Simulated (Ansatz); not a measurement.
**CH$_{4}$AlN: single-point calculation**

CH$_{4}$AlN, computed with RKS BHLYP-D4/def2-TZVPP (Ansatz 0.2.0).

The geometry comes from this level: PBE0-D4/def2-TZVP.

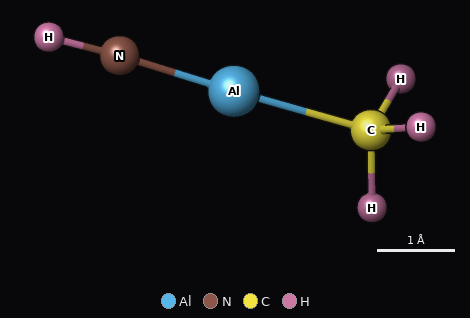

Figure 1. The structure (ball-and-stick view, seen at a tilt). Sticks mark near contacts. Bond lengths as drawn: Al–C 1.93 Å, Al–N 1.61 Å, C–H 1.09 Å and H–N 1.00 Å.

Input:
```yaml
crystal:
  periodic: [false, false, false]
  atoms:
    - {symbol: Al, position_ang: [-1.412824, 0.516167, -0.707476]}
    - {symbol: N, position_ang: [-2.258906, -0.496136, -1.635786]}
    - {symbol: C, position_ang: [-0.446087, 1.777740, 0.390802]}
    - {symbol: H, position_ang: [-2.737999, -1.166610, -2.196324]}
    - {symbol: H, position_ang: [-0.968595, 2.735871, 0.421150]}
    - {symbol: H, position_ang: [0.556211, 1.944263, -0.008492]}
    - {symbol: H, position_ang: [-0.352350, 1.403875, 1.412175]}
basis:
  gaussian: {orbitals: def2-TZVPP}
hamiltonian: {xc: {name: BHLYP}, dispersion: d4}
```

Machine: 4 threads of Intel Xeon @ 2.50GHz, 180 GiB of memory available, shared host.

Run as:
```bash
ansatz run in.yaml --threads 4 --pin off --events-out ev --progress --plain --max-ram 9574MiB
```

What the program printed:
```
Functional definition: BHLYP
  name "BHLYP"
  cite "Becke, J. Chem. Phys. 98, 1372 (1993) doi:10.1063/1.464304"
  cite "Becke, Phys. Rev. A 38, 3098 (1988) doi:10.1103/PhysRevA.38.3098"
  cite "Lee, Yang & Parr, Phys. Rev. B 37, 785 (1988) doi:10.1103/PhysRevB.37.785"
  parameter a = 0.5
  exchange = (1 - a)*b88_x + a*exact_x
  correlation = lyp_c
931 factors; their error is unknown
mean field evaluation 1: about -9175.0110 eV, gradient 7.8e1 eV
mean field evaluation 2: about -9140.1022 eV, gradient 1.2e2 eV
mean field evaluation 4: about -9187.5495 eV, gradient 8.8e0 eV
mean field evaluation 8: about -9187.7614 eV, gradient 2.8e-1 eV
mean field -9187.76149316 eV, -337.6440071851 hartree, gradient 7.3e-5 eV, S^2 0.000000; 0 other end points of the search recorded, 0 dependent functions left out
reference -9187.76164966 eV, -337.6440129366 hartree; 15, 15 occupied and 145, 145 virtual orbitals, 931 factors
Total energy: -9187.89291655 eV, -337.6488369055 hartree
```

Results in brief:

- outcome: converged
- total energy: −9187.8929 eV
- mean-field energy: −9187.7616 eV
- dispersion energy: −0.1313 eV
- SCF solution under orbital rotations: stable
- wall time: 1.7 s (CPU time 5.4 s)
- peak memory: 0.51 GiB
